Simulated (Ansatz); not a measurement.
## B$_{3}$P$_{2}$: geometry relaxation

The run: geometry relaxation of B$_{3}$P$_{2}$, multiplicity 4. Method and program: UKS PBE-D4/def2-SVP (Ansatz 0.2.0).

The geometry: PBE-D4/def2-SVP start. Figures and captions count atoms from 1; the log counts them from 0 in places.

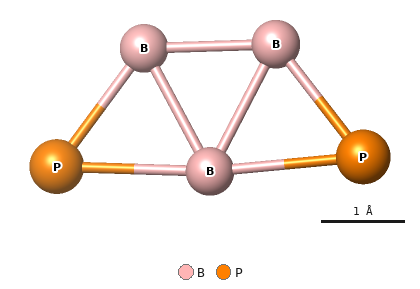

*The input geometry (ball-and-stick view, seen at a tilt).*

The input
```yaml
crystal:
  periodic: [false, false, false]
  atoms:
    - {symbol: B, position_ang: [0.667339, 0.989388, -0.013893]}
    - {symbol: B, position_ang: [0.102308, -0.651825, -0.028351]}
    - {symbol: B, position_ang: [-0.937681, 0.733023, 0.088719]}
    - {symbol: P, position_ang: [1.949370, -0.237348, -0.142390]}
    - {symbol: P, position_ang: [-1.781337, -0.833237, 0.095915]}
basis:
  gaussian: {orbitals: def2-SVP}
magnetization: {spin_polarized: true, initial_magnetization: 3}
hamiltonian: {xc: pbe, dispersion: d4}
scf: {lower_state_search: "off"}
output: {orbitals: {seedname: orbitals}}
relax: {f_tol: 0.02, max_steps: 100}
```

Hardware: 4 threads of Arm Neoverse V1, 23 GiB of memory available, shared host.

Command:
```bash
ansatz run in.yaml --threads 4 --pin off --events-out ev --progress --plain --max-ram 4787MiB
```

The program's output
```
Functional definition: PBE
  name "PBE"
  cite "Perdew, Burke & Ernzerhof, Phys. Rev. Lett. 77, 3865 (1996) doi:10.1103/PhysRevLett.77.3865"
  parent pbe
  parameter kappa = 0.804
  parameter beta = 0.06672455060314922
  exchange = pbe_x(kappa = kappa, mu = beta*pi^2/3)
  correlation = pbe_c(beta = beta)
these checks for a lower state are left out or cut short: stability, starts, cluster_reference, orbital_swaps, neighbouring_geometries, increment
876 factors; their error is unknown
mean field evaluation 1: about -20571.6013 eV, gradient 4.0e1 eV
mean field evaluation 2: about -20506.1547 eV, gradient 9.5e1 eV
mean field evaluation 4: about -20579.0953 eV, gradient 2.3e1 eV
mean field evaluation 8: about -20582.7963 eV, gradient 1.4e-1 eV
mean field evaluation 16: about -20582.7719 eV, gradient 5.2e-4 eV
mean field -20582.77190513 eV, -756.4029160095 hartree, gradient 1.8e-6 eV, S^2 3.768116; 0 other end points of the search recorded, 0 dependent functions left out
the calculation of the forces begins
reference -20582.77193314 eV, -756.4029170391 hartree; 24, 21 occupied and 54, 57 virtual orbitals, 876 factors
relax step   1: F+E_penalty+E_count = -20582.96559462 eV  Δ(F+E_penalty+E_count) = +0.000e0 eV  max|allowed force component| = 3.212e0 eV/Å  Δτ_max = 0.0000 Å  (18 SCF iters, accepted)
these checks for a lower state are left out or cut short: stability, starts, cluster_reference, orbital_swaps, neighbouring_geometries, increment
876 factors; their error is unknown
mean field -20582.99199386 eV, -756.4110041213 hartree, gradient 1.8e-6 eV, S^2 3.768827; 0 other end points of the search recorded, 0 dependent functions left out
[... from here on the field's lines of each further geometry are left out, up to the last ...]
relax step   2: F+E_penalty+E_count = -20583.18570210 eV  Δ(F+E_penalty+E_count) = -2.201e-1 eV  max|allowed force component| = 1.345e0 eV/Å  Δτ_max = 0.0306 Å  (21 SCF iters, accepted)
relax step   3: F+E_penalty+E_count = -20583.27042455 eV  Δ(F+E_penalty+E_count) = -8.472e-2 eV  max|allowed force component| = 2.504e-1 eV/Å  Δτ_max = 0.0370 Å  (21 SCF iters, accepted)
relax step   4: F+E_penalty+E_count = -20583.27431060 eV  Δ(F+E_penalty+E_count) = -3.886e-3 eV  max|allowed force component| = 2.242e-1 eV/Å  Δτ_max = 0.0223 Å  (21 SCF iters, accepted)
relax step   5: F+E_penalty+E_count = -20583.27693084 eV  Δ(F+E_penalty+E_count) = -2.620e-3 eV  max|allowed force component| = 4.622e-2 eV/Å  Δτ_max = 0.0214 Å  (21 SCF iters, accepted)
relax step   6: F+E_penalty+E_count = -20583.27706041 eV  Δ(F+E_penalty+E_count) = -1.296e-4 eV  max|allowed force component| = 1.118e-3 eV/Å  Δτ_max = 0.0037 Å  (16 SCF iters, accepted)
relax step   7: F+E_penalty+E_count = -20583.27714808 eV  Δ(F+E_penalty+E_count) = -8.767e-5 eV  max|allowed force component| = 8.116e-3 eV/Å  Δτ_max = 0.0261 Å  (21 SCF iters, accepted)
relax step   8: F+E_penalty+E_count = -20583.27715767 eV  Δ(F+E_penalty+E_count) = -9.598e-6 eV  max|allowed force component| = 5.450e-3 eV/Å  Δτ_max = 0.0008 Å  (15 SCF iters, accepted)
relax step   9: F+E_penalty+E_count = -20583.27716883 eV  Δ(F+E_penalty+E_count) = -1.115e-5 eV  max|allowed force component| = 3.474e-3 eV/Å  Δτ_max = 0.0018 Å  (15 SCF iters, accepted)
relax step  10: F+E_penalty+E_count = -20583.27727112 eV  Δ(F+E_penalty+E_count) = -1.023e-4 eV  max|allowed force component| = 2.053e-2 eV/Å  Δτ_max = 0.0196 Å  (21 SCF iters, accepted)
relax step  11: F+E_penalty+E_count = -20583.27718127 eV  Δ(F+E_penalty+E_count) = +8.985e-5 eV  max|allowed force component| = 1.986e-2 eV/Å  Δτ_max = 0.0333 Å  (21 SCF iters, rejected (line search))
the calculation of the forces begins
reference -20583.08266633 eV, -756.4143362731 hartree; 24, 21 occupied and 54, 57 virtual orbitals, 876 factors
relax step  12: F+E_penalty+E_count = -20583.27725869 eV  Δ(F+E_penalty+E_count) = +1.244e-5 eV  max|allowed force component| = 3.265e-2 eV/Å  Δτ_max = 0.0118 Å  (22 SCF iters, rejected (line search))
these checks for a lower state are left out or cut short: stability, starts, cluster_reference, orbital_swaps, neighbouring_geometries, increment
876 factors; their error is unknown
mean field -20583.08274508 eV, -756.4143391672 hartree, gradient 1.9e-6 eV, S^2 3.771353; 0 other end points of the search recorded, 0 dependent functions left out
the calculation of the forces begins
reference -20583.08277306 eV, -756.4143401954 hartree; 24, 21 occupied and 54, 57 virtual orbitals, 876 factors
relax step  13: F+E_penalty+E_count = -20583.27732814 eV  Δ(F+E_penalty+E_count) = -5.702e-5 eV  max|allowed force component| = 8.011e-3 eV/Å  Δτ_max = 0.0058 Å  (22 SCF iters, accepted)
```

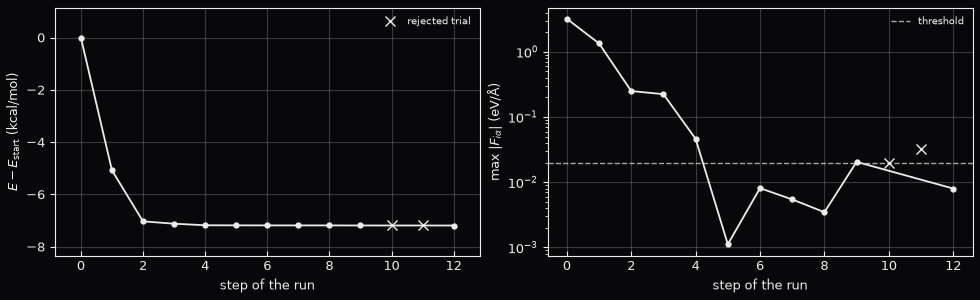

*Progress of the relaxation, step by step (the first geometry is step 0 here and step 1 in the log).*

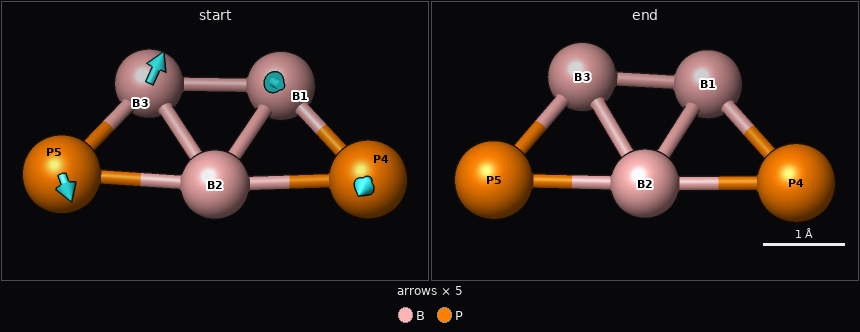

*Before (left) and after (right) the relaxation, at one scale (ball-and-stick view, seen at a tilt). The teal arrows give the displacements, magnified 5 times.*

After 12 geometry steps the energy has fallen by 7.19 kcal/mol. Largest force component: 3.2 eV/Å at the start, 0.008 eV/Å at the end. The line search rejected the trial steps at points 10, 11 (counted from 0) and went back. The largest moves after the best rigid fit, 0.091 Å, are those of B1 and B3. Largest moves by element: B 0.091 Å, P 0.079 Å. Distances before and after: B1–P4 1.779 → 1.895 Å, B1–B3 1.629 → 1.560 Å, B2–P4 1.896 → 1.867 Å, B1–B2 1.736 → 1.764 Å. Among the angles that change: P4–B2–P5 172.9° → 178.0°, B1–B2–P4 58.5° → 62.9°, B2–B1–P4 65.3° → 61.2°. (Atoms are counted from 1 in the order of the input.)

```
Total energy: -20583.27735612 eV, -756.4214909910 hartree
Atom 0 at     0.617925     1.048302    -0.062745 Å, force     0.007385     0.003254    -0.002288 eV/Å
Atom 1 at     0.100078    -0.637643    -0.027699 Å, force     0.000412    -0.002474    -0.000114 eV/Å
Atom 2 at    -0.907998     0.799869     0.143036 Å, force    -0.008011     0.000598     0.002456 eV/Å
Atom 3 at     1.936245    -0.312148    -0.121296 Å, force     0.003173    -0.000240     0.000367 eV/Å
Atom 4 at    -1.746251    -0.898378     0.068705 Å, force    -0.002959    -0.001136    -0.000421 eV/Å
Dipole moment:     0.006441    -0.041034    -0.001783 e Å
Checks for a lower state left out: stability, starts, cluster_reference, orbital_swaps, neighbouring_geometries, increment
```

Trajectory as extended XYZ (Å, eV, eV/Å), 13 frames, from step=1 to step=13
```
5
Properties=species:S:1:pos:R:3:forces:R:3 step=1 energy=-20582.96560
B     0.6673    0.9894   -0.0139   -3.2115   1.2889   0.2638
B     0.1023   -0.6518   -0.0284   -0.0404   0.2564   0.0112
B    -0.9377    0.7330    0.0887    2.6599   2.2267  -0.1111
P     1.9494   -0.2373   -0.1424    1.5527  -1.6853  -0.1621
P    -1.7813   -0.8332    0.0959   -0.9607  -2.0868  -0.0018
5
Properties=species:S:1:pos:R:3:forces:R:3 step=2 energy=-20583.18570
B     0.6406    1.0041   -0.0116   -1.3454   0.7850   0.1185
B     0.1008   -0.6425   -0.0279    0.0000  -0.0006   0.0000
B    -0.9167    0.7553    0.0880    1.0393   1.1659  -0.0338
P     1.9522   -0.2606   -0.1433    0.6674  -0.8930  -0.0752
P    -1.7769   -0.8563    0.0948   -0.3613  -1.0573  -0.0096
5
Properties=species:S:1:pos:R:3:forces:R:3 step=3 energy=-20583.27042
B     0.6220    1.0310   -0.0094    0.0593   0.2504   0.0041
B     0.0990   -0.6310   -0.0274    0.0220  -0.1403  -0.0061
B    -0.9073    0.7867    0.0884   -0.1330   0.2197   0.0164
P     1.9468   -0.2973   -0.1442    0.0109  -0.1672  -0.0062
P    -1.7606   -0.8894    0.0926    0.0409  -0.1625  -0.0081
5
Properties=species:S:1:pos:R:3:forces:R:3 step=4 energy=-20583.27431
B     0.6211    1.0526   -0.0086   -0.0627  -0.1007   0.0010
B     0.1025   -0.6530   -0.0284   -0.0352   0.2242   0.0098
B    -0.9131    0.8075    0.0894    0.0905  -0.0763  -0.0087
P     1.9321   -0.3101   -0.1436    0.0231  -0.0205  -0.0023
P    -1.7426   -0.8970    0.0912   -0.0157  -0.0267   0.0002
5
Properties=species:S:1:pos:R:3:forces:R:3 step=5 energy=-20583.27693
B     0.6227    1.0467   -0.0090   -0.0074   0.0073   0.0007
B     0.0992   -0.6319   -0.0275    0.0072  -0.0462  -0.0020
B    -0.9127    0.8014    0.0893    0.0048   0.0093   0.0000
P     1.9359   -0.3141   -0.1440    0.0093   0.0167  -0.0001
P    -1.7451   -0.9021    0.0911   -0.0139   0.0130   0.0014
5
Properties=species:S:1:pos:R:3:forces:R:3 step=6 energy=-20583.27706
B     0.6222    1.0466   -0.0089   -0.0005   0.0005   0.0000
B     0.0998   -0.6356   -0.0276    0.0002  -0.0011   0.0000
B    -0.9122    0.8015    0.0892    0.0003   0.0007   0.0000
P     1.9365   -0.3121   -0.1439    0.0000  -0.0001   0.0000
P    -1.7462   -0.9003    0.0913    0.0001   0.0000   0.0000
5
Properties=species:S:1:pos:R:3:forces:R:3 step=7 energy=-20583.27715
B     0.6204    1.0474   -0.0350    0.0001  -0.0019  -0.0025
B     0.0998   -0.6356   -0.0276    0.0009  -0.0056  -0.0002
B    -0.9105    0.8006    0.1152    0.0004  -0.0020   0.0023
P     1.9372   -0.3125   -0.1331   -0.0081   0.0035   0.0016
P    -1.7469   -0.9000    0.0804    0.0067   0.0060  -0.0012
5
Properties=species:S:1:pos:R:3:forces:R:3 step=8 energy=-20583.27716
B     0.6201    1.0475   -0.0357    0.0054   0.0012  -0.0032
B     0.0998   -0.6362   -0.0276    0.0002  -0.0010   0.0000
B    -0.9102    0.8007    0.1160   -0.0054  -0.0008   0.0032
P     1.9368   -0.3123   -0.1328    0.0005   0.0004   0.0011
P    -1.7466   -0.8997    0.0801   -0.0006   0.0003  -0.0010
5
Properties=species:S:1:pos:R:3:forces:R:3 step=9 energy=-20583.27717
B     0.6201    1.0476   -0.0375   -0.0021   0.0008  -0.0028
B     0.0999   -0.6365   -0.0277   -0.0005   0.0032   0.0001
B    -0.9102    0.8006    0.1177    0.0018   0.0012   0.0029
P     1.9367   -0.3122   -0.1320    0.0035  -0.0022   0.0010
P    -1.7465   -0.8995    0.0794   -0.0027  -0.0031  -0.0012
5
Properties=species:S:1:pos:R:3:forces:R:3 step=10 energy=-20583.27727
B     0.6186    1.0484   -0.0569   -0.0157  -0.0009  -0.0024
B     0.1003   -0.6390   -0.0278   -0.0033   0.0205   0.0009
B    -0.9087    0.8002    0.1372    0.0153   0.0036   0.0025
P     1.9360   -0.3116   -0.1237    0.0124  -0.0100   0.0008
P    -1.7462   -0.8980    0.0712   -0.0088  -0.0132  -0.0018
5
Properties=species:S:1:pos:R:3:forces:R:3 step=11 energy=-20583.27718 accepted=F
B     0.6159    1.0493   -0.0901   -0.0189  -0.0061   0.0085
B     0.1006   -0.6411   -0.0278   -0.0023   0.0146   0.0006
B    -0.9060    0.7992    0.1704    0.0199   0.0006  -0.0088
P     1.9354   -0.3112   -0.1097   -0.0020  -0.0049  -0.0023
P    -1.7459   -0.8962    0.0572    0.0034  -0.0042   0.0019
5
Properties=species:S:1:pos:R:3:forces:R:3 step=12 energy=-20583.27726 accepted=F
B     0.6174    1.0503   -0.0685    0.0102  -0.0308  -0.0017
B     0.1003   -0.6388   -0.0277   -0.0024   0.0159   0.0007
B    -0.9080    0.8014    0.1489   -0.0003  -0.0326  -0.0011
P     1.9357   -0.3136   -0.1189   -0.0140   0.0221   0.0014
P    -1.7453   -0.8993    0.0662    0.0065   0.0255   0.0007
5
Properties=species:S:1:pos:R:3:forces:R:3 step=13 energy=-20583.27733
B     0.6179    1.0483   -0.0627    0.0074   0.0033  -0.0023
B     0.1001   -0.6376   -0.0277    0.0004  -0.0025  -0.0001
B    -0.9080    0.7999    0.1430   -0.0080   0.0006   0.0025
P     1.9362   -0.3121   -0.1213    0.0032  -0.0002   0.0004
P    -1.7463   -0.8984    0.0687   -0.0030  -0.0011  -0.0004
```

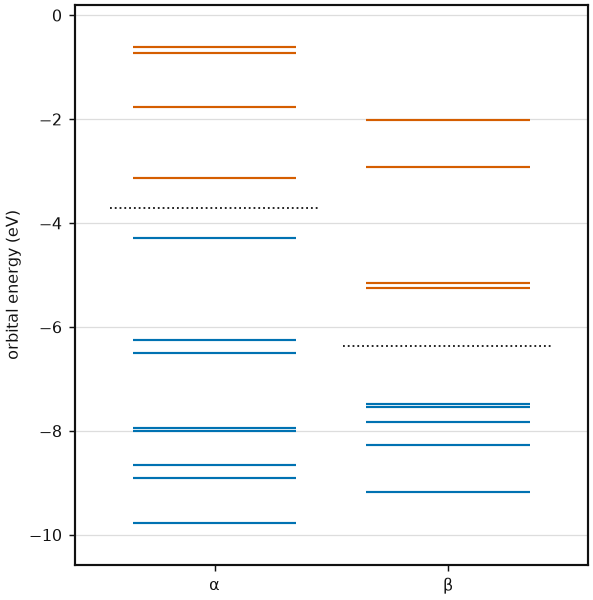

*Orbital energies near the frontier for α and β spins; the dotted line parts filled from empty levels, and levels within 0.02 eV of each other stand side by side.*

α: highest filled −4.29 eV, lowest empty −3.14 eV, 1.15 eV apart; β: highest filled −7.49 eV, lowest empty −5.25 eV, 2.24 eV apart.

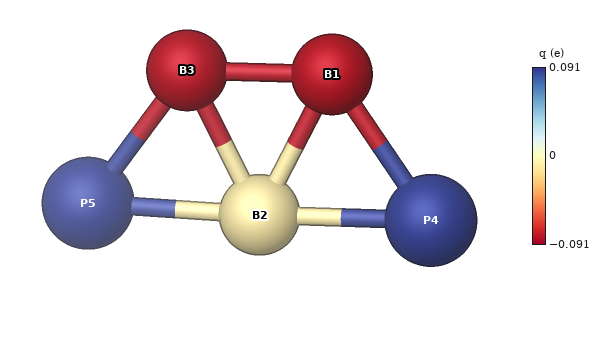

*Mulliken charges, as the colour of each atom (ball-and-stick view, seen at a tilt; atoms are numbered from 1 in the order of the input; Mulliken charges depend strongly on the basis).*

By element: B −0.08 to −0.01 and P +0.09 e.

Key numbers

| quantity | value |
| --- | --- |
| outcome | converged |
| total energy | −20583.2774 eV |
| mean-field energy | −20583.0828 eV |
| dispersion energy | −0.1946 eV |
| ⟨S²⟩ | 3.771 |
| HOMO (either spin) | −4.29 eV |
| LUMO (either spin) | −5.25 eV |
| largest force (length of the vector) at the end | 0.008 eV/Å |
| dipole moment | 0.20 D |
| wall time | 8.5 s (CPU time 30 s) |
| peak memory | 0.14 GiB |
